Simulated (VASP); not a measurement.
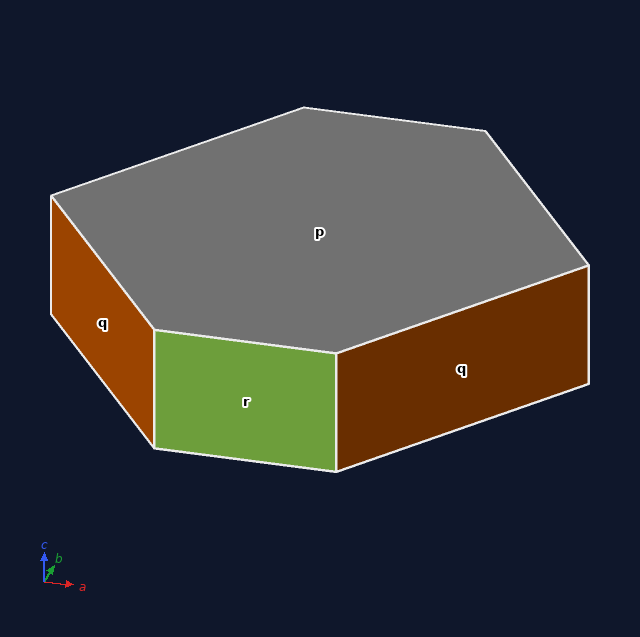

Crystal habit computed by the BFDH rule (growth rate of a face proportional to 1/d, systematic absences taken into account). This is a geometric estimate, not an energy calculation. Faces of one form share a colour. Cell of SbAs3: space group Cmmm (No. 65), a = 3.596 Å, b = 5.114 Å, c = 10.225 Å, α = 90.00°, β = 90.00°, γ = 90.00°. The structure is a model set up as input to an electronic-structure calculation and need not be at equilibrium. Forms under 0.4 % of the area are left out.

Q: Which form is which colour?

A: grey (p): {001} (d = 10.23 Å, 64 % of the area); orange (q): {110} (d = 2.94 Å, 28 % of the area); green (r): {020} (d = 2.56 Å, 8 % of the area).
